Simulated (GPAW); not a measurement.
# Dielectric function and optical constants of WS2 (Tungstenite)

Wanted: where WS2 (Tungstenite) starts to absorb, how strongly, and its refractive index. The cell comes from an older database entry, whose edges can differ from later determinations, mostly by under a per cent.

Program: GPAW 26.7.0. Level of theory: DFT, LDA, plane-wave PAW (GPAW data sets), scalar-relativistic, RPA, optical limit. Results are calculated unless marked as measured.

The database entry behind the starting cell differs from later determinations by our own check (an axis about 1.4 % long against later determinations), so it need not match the best structure at ambient conditions.

### Step 1. Starting point

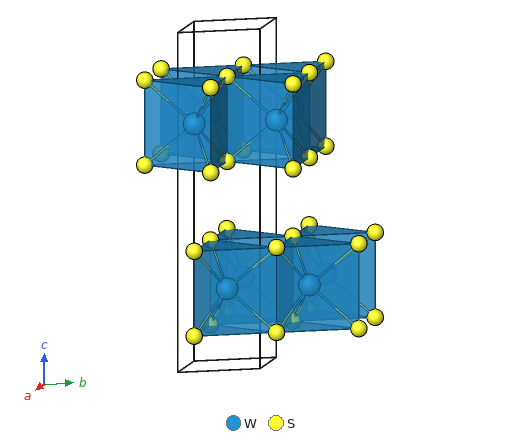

Start, viewed slightly off an axis; tungsten blue, sulfur yellow. 2×2×1 cells are drawn. Some periodic images of atoms are drawn too.

As a file:

```
W S
1.0
     3.18000    0.00000    0.00000
    -1.59000    2.75396    0.00000
     0.00000    0.00000   12.50000
W S
2 4
Direct
  0.66667 0.33333 0.75000
  0.33333 0.66667 0.25000
  0.66667 0.33333 0.37500
  0.33333 0.66667 0.87500
  0.66667 0.33333 0.12500
  0.33333 0.66667 0.62500
```

### Step 2. Dielectric function, RPA

Transitions between filled and empty bands, summed over the zone, give the optical response, so mesh, band count and broadening shape it.

The induced potential is part of this response.

The input, df.py:

```python
from gpaw.response.df import DielectricFunction

df = DielectricFunction('full.gpw', frequencies={'type': 'nonlinear', 'domega0': 0.03, 'omega2': 8},
                        ecut=50,
                        eta=0.15,
                        nbands=75,
                        txt='df.txt')
for direction in ['x', 'z']:
    df.get_dielectric_function(xc='RPA', direction=direction, filename=f'df_{direction}.csv')
```

Run with:

```bash
> OMP_NUM_THREADS=1 python df.py
```

Numbers of over 12 decimals in the logs are rounded to 6 here.

What it wrote:

```text
Using integrator: PointIntegrator
NonLinearFrequencyDescriptor(from 0.000 to 100.485 eV, 541 points)
Nonperiodic BCs:  [False False False]
Using integrator: PointIntegrator
NonLinearFrequencyDescriptor(from 0.000 to 100.485 eV, 541 points)
Nonperiodic BCs:  [False False False]

Calculating chi0 body with:
    Ground state adapter containing:
    Number of spins: 1
    Number of kpoints: 432
    Number of irreducible kpoints: 50
    Number of completely occupied states: 26
    Number of partially occupied states: 26

    Linear response parametrization:
    q_c: [0.0, 0.0, 0.0]
    Number of frequency points: 541
    Planewave cutoff: 50.0
    Number of bands: 75
    Number of planewaves: 81
    Broadening (eta): 0.15

Integrating chi0 body.

Symmetries of q_c:
    Direct symmetries (Uq -> q): 12
    Indirect symmetries (TUq -> q): 0
In total 12 allowed symmetries.

50 groups of equivalent kpoints. 88.425926% reduction.

Integral kind: spectral function

Calculating chi0 optical extensions with:
    Ground state adapter containing:
    Number of spins: 1
    Number of kpoints: 432
    Number of irreducible kpoints: 50
    Number of completely occupied states: 26
    Number of partially occupied states: 26

    Linear response parametrization:
    Number of frequency points: 541
    Planewave cutoff: 50.0
    Number of bands: 75
    Number of planewaves: 81
    Broadening (eta): 0.15
Integrating chi0 head and wings.

Symmetries of q_c:
    Direct symmetries (Uq -> q): 12
    Indirect symmetries (TUq -> q): 0
In total 12 allowed symmetries.

50 groups of equivalent kpoints. 88.425926% reduction.

Integral kind: spectral function wings
```

Wall time 73 s (1 thread of Arm Neoverse V1, shared host); peak memory 0.42 GiB.

This step gave:

* electronic dielectric constant ε∞, mean over x, y and z (by symmetry where fewer were run): 10.25
* main peak of Im epsilon, first axis: 3.345 eV

Some rows of df_x.csv (energy; Re and Im without local fields; Re and Im with them):

```text
0.000000, 13.429602, -0.000000, 12.655445, -0.000000
0.429336, 13.623220, 0.140878, 12.830260, 0.126997
0.878195, 14.315711, 0.349448, 13.452699, 0.312691
1.347938, 15.988258, 0.890708, 14.939189, 0.783263
1.840057, 17.467945, 4.187759, 16.275606, 3.650870
2.356191, 21.815088, 11.550650, 20.474630, 9.124697
2.898142, 12.922655, 16.442319, 14.499373, 14.873508
3.467895, 6.497880, 14.742110, 7.248442, 15.867238
4.067647, 5.724999, 12.167765, 4.556723, 12.784541
4.699832, 2.187560, 13.525632, 1.436259, 12.907342
5.367152, -0.089589, 9.730505, -0.639007, 9.082369
6.072622, -1.052765, 9.816195, -1.012962, 8.971584
6.819608, -2.025068, 7.062779, -1.607480, 6.548954
7.611886, -1.952621, 4.979303, -2.066612, 4.784743
8.453705, -0.560007, 4.407775, -0.687128, 4.172924
9.349861, -0.449398, 4.321878, -0.770700, 3.948885
10.305790, -0.546580, 3.866406, -0.681515, 3.141127
11.327680, -1.465029, 3.923439, -1.155840, 3.276781
12.422601, -1.458456, 2.695653, -1.132817, 2.267980
13.598673, -1.446818, 2.012744, -1.099569, 1.665376
```

The Im ε has structure finer than the step of the table below, so its rows give means over 1 eV, whole bins alone (the curve runs from 0 to 14.0 eV). Peaks (eV: height): E ∥ x 3.3: 16.1; E ∥ z 2.7: 3.60, 9.5: 6.05, 11.5: 7.67.

Values under the direct gap are tails of Lorentzian lines. Im ε against photon energy; means over each step:

```csv
photon energy (eV),E ∥ x,E ∥ z
1,0.469,0.0669
2,4.76,0.506
3,14.6,3.22
4,13.3,2.42
5,11.4,2.20
6,8.65,2.41
7,6.33,2.91
8,4.28,3.68
9,3.87,5.17
10,3.38,5.61
11,3.36,6.12
12,2.68,5.32
13,2.11,2.70
```

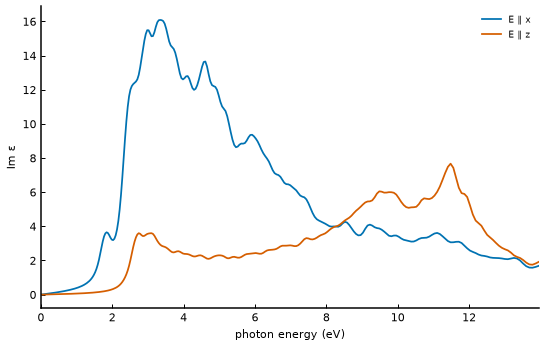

Im ε, plotted against photon energy.

Re ε against photon energy:

```
photon energy (eV)   E ∥ x  E ∥ z
                 0    12.7   5.44
                 1    13.7   5.63
                 2    16.8   6.56
                 3    12.7   5.63
                 4    4.66   4.36
                 5   0.111   4.40
                 6  -0.689   4.54
                 7   -1.60   4.57
                 8   -1.30   4.81
                 9  -0.377   4.33
                10  -0.836   1.90
                11  -0.586   1.98
                12   -1.37  -2.12
                13  -0.967  -1.41
```

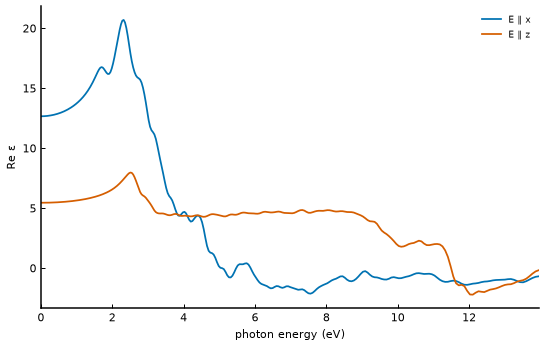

Re ε against photon energy.

The Im ε, E ∥ x has structure finer than the step of the table below, so its rows give means over 1 eV, whole bins alone (the curve runs from 0 to 14.0 eV). Peaks (eV: height): without local fields 2.9: 16.6, 4.6: 14.4; with local fields 3.3: 16.1.

Values under the direct gap are tails of Lorentzian lines. The Im ε, E ∥ x by photon energy; means over each step:

```csv
photon energy (eV),without local fields,with local fields
1,0.530,0.469
2,5.78,4.76
3,15.3,14.6
4,12.6,13.3
5,12.0,11.4
6,9.50,8.65
7,6.70,6.33
8,4.51,4.28
9,4.16,3.87
10,4.03,3.38
11,4.10,3.36
12,3.15,2.68
13,2.53,2.11
```

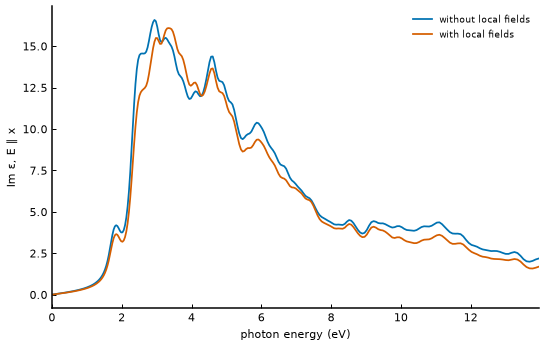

Im ε, E ∥ x, plotted against photon energy.

Refractive index n and extinction k against photon energy:

```csv
photon energy (eV),"n, E ∥ x","k, E ∥ x","n, E ∥ z","k, E ∥ z"
0,3.56,0,2.33,0
1,3.71,0.0523,2.37,0.0131
2,4.12,0.390,2.56,0.0611
3,4.04,1.92,2.48,0.720
4,3.01,2.10,2.16,0.555
5,2.41,2.39,2.16,0.532
6,2.07,2.23,2.20,0.553
7,1.58,2.02,2.23,0.646
8,1.23,1.68,2.33,0.782
9,1.27,1.41,2.36,1.11
10,1.16,1.48,1.99,1.44
11,1.23,1.45,2.01,1.43
12,0.890,1.47,1.35,1.99
13,0.817,1.28,0.894,1.49
```

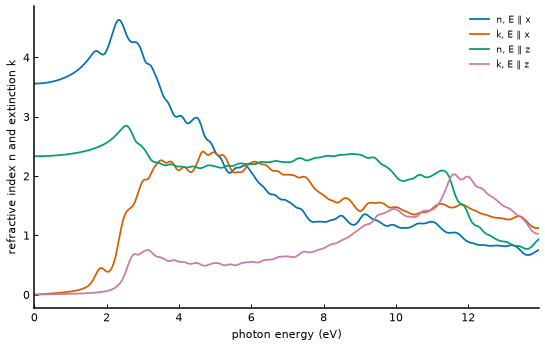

Refractive index n and extinction k, plotted against photon energy.

The reflectivity at normal incidence has structure finer than the step of the table below, so its rows give means over 1 eV, whole bins alone (the curve runs from 0 to 14.0 eV). Peaks (eV: height): E ∥ x 3.4: 44.9, 4.7: 44.7, 6.1: 43.1, 7.6: 43.0, 8.6: 35.1, 11.9: 38.1, 13.5: 38.7; E ∥ z 2.6: 24.1, 12.1: 43.5.

Table of reflectivity at normal incidence by photon energy; means over each step:

| photon energy (eV) | E ∥ x (%) | E ∥ z (%) |
| --- | --- | --- |
| 1 | 33.3 | 16.6 |
| 2 | 39.1 | 19.7 |
| 3 | 44.0 | 21.0 |
| 4 | 42.1 | 16.2 |
| 5 | 43.5 | 15.7 |
| 6 | 41.6 | 16.6 |
| 7 | 41.6 | 18.1 |
| 8 | 37.0 | 20.4 |
| 9 | 32.2 | 24.5 |
| 10 | 31.7 | 26.7 |
| 11 | 31.3 | 29.2 |
| 12 | 36.4 | 41.4 |
| 13 | 34.6 | 38.6 |

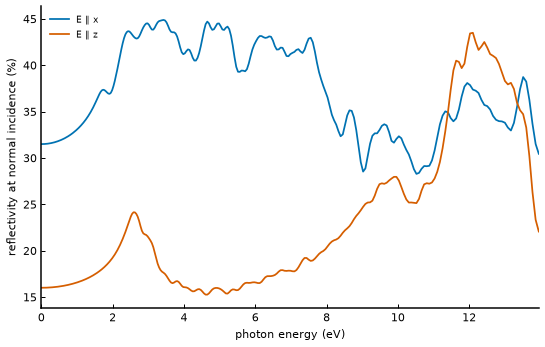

Reflectivity at normal incidence against photon energy.

At chosen wavelengths:

| wavelength (nm) | n x | k x | R (%) x | 1/α x | n z | k z | R (%) z | 1/α z |
| --- | --- | --- | --- | --- | --- | --- | --- | --- |
| 1550 | 3.65 | 0.037 | 32.5 | 3.3 µm | 2.36 | 0.010 | 16.4 | 13 µm |
| 1064 | 3.77 | 0.070 | 33.7 | 1.2 µm | 2.39 | 0.016 | 16.8 | 5.1 µm |
| 633 | 4.07 | 0.406 | 37.1 | 124 nm | 2.55 | 0.056 | 19.0 | 901 nm |
| 532 | 4.63 | 0.902 | 43.0 | 47 nm | 2.74 | 0.166 | 21.7 | 254 nm |
| 450 | 4.26 | 1.531 | 43.2 | 23 nm | 2.64 | 0.679 | 23.0 | 53 nm |
| 308 | 3.02 | 2.102 | 41.3 | 12 nm | 2.16 | 0.552 | 16.0 | 44 nm |
| 248 | 2.41 | 2.389 | 44.4 | 8.3 nm | 2.16 | 0.532 | 15.9 | 37 nm |

Below the direct gap, k and the depth come from the tails of the Lorentzian lines, not from transitions.

Rows near the edge hang on the gap, which this functional as a rule makes too small, and phonon-assisted absorption is left out.

### Step 3. Results

```
electronic dielectric constant ε∞, mean over x, y and z (by symmetry where fewer were run) (RPA) : 10.3
main peak of Im epsilon, first axis                                                              : 3.34 eV
```

**Reading.** At this level (LDA, RPA) WS2 has a mean ε∞ = 10.3 and n = 3.65 at 1550 nm (E ∥ x), and Im ε peaks at 3.3 eV (E ∥ x). Local fields change the static value along x from 13.43 to 12.65 (-6 %). Distinct maxima of Im ε, read by a parabola through the highest points, lie at 3.34 eV (16), 4.59 eV (14) and 5.90 eV (9.4) for E ∥ x. The static values by axis are 12.65 (x), 5.44 (z). Excitons and phonon-assisted transitions are missing; LDA gaps are as a rule too small, which pulls the onset down and ε∞ up. Spin-orbit coupling is left out although heavy atoms are present. The sum runs over mesh points, so small or evenly spaced maxima can still be ripples of the mesh. In this version of GPAW the matrix elements of the optical limit are incomplete, which can lower ε − 1 by up to a tenth where first-row anions or d states rule, and shift it by more in d metals.

[Machine, clock and banner lines and Python warnings are left out of the logs.]

[Logs are printed without paths, hosts, clocks, repeated set-up lines and the standing remarks that a program may print on its own settings, such as how far it seeks lower states.]

[Hosts, paths, dates, database ids (printed as entryN), source tags and the programs' standing remarks are cut or masked in the printed files.]
